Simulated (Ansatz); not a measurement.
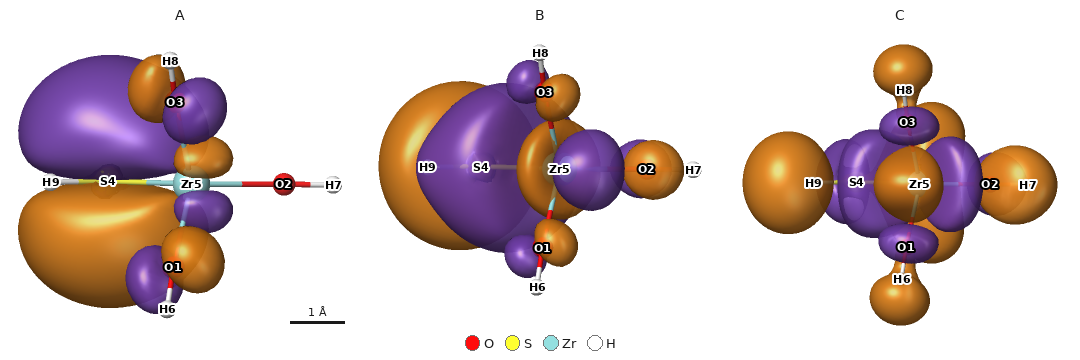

Figure. H$_{4}$O$_{3}$SZr (SMILES [OH][Zr]([OH])([OH])[SH]). Three frontier orbitals at ±0.05 Å⁻³ᐟ² (orange and purple are the two phases), in no order.

Geometry: PBE0-D4/def2-SVP; core potentials replace the inner electrons of Zr.

These are results of Ansatz 0.2.0, isolated molecule in a Gaussian basis; Kohn-Sham density functional theory, functional PBE0, not measurements.

```json
{"atom": "O", "x (Å)": "-0.2072", "y (Å)": "1.7638", "z (Å)": "1.7001"}
{"atom": "O", "x (Å)": "-1.7939", "y (Å)": "-0.3484", "z (Å)": "3.4738"}
{"atom": "O", "x (Å)": "-0.4736", "y (Å)": "-1.1737", "z (Å)": "0.7014"}
{"atom": "S", "x (Å)": "-3.4947", "y (Å)": "0.7769", "z (Å)": "0.6299"}
{"atom": "Zr", "x (Å)": "-1.3296", "y (Å)": "0.2127", "z (Å)": "1.7069"}
{"atom": "H", "x (Å)": "0.3703", "y (Å)": "2.5236", "z (Å)": "1.7432"}
{"atom": "H", "x (Å)": "-1.8789", "y (Å)": "-0.6478", "z (Å)": "4.3778"}
{"atom": "H", "x (Å)": "-0.0368", "y (Å)": "-1.8892", "z (Å)": "0.2432"}
{"atom": "H", "x (Å)": "-2.8938", "y (Å)": "1.1342", "z (Å)": "-0.5298"}
```

Q: Order the three orbitals by energy and name them.

A: B is the HOMO−1 (−7.96 eV). By Hirshfeld shares it lies mainly on S4 (about 75 %) and Zr5 (about 15 %); largely a lone pair of S4. A is the HOMO (−6.98 eV). Its weight (Hirshfeld) is mainly on S4 (about 80 %); largely a lone pair of S4. C is the LUMO (−0.53 eV). By Hirshfeld shares it lies mainly on Zr5 (about 60 %), S4 (about 15 %), O2 (about 10 %) and H9 (about 5 %).

Q: What is the HOMO–LUMO gap?

A: 6.45 eV between the orbital energies.
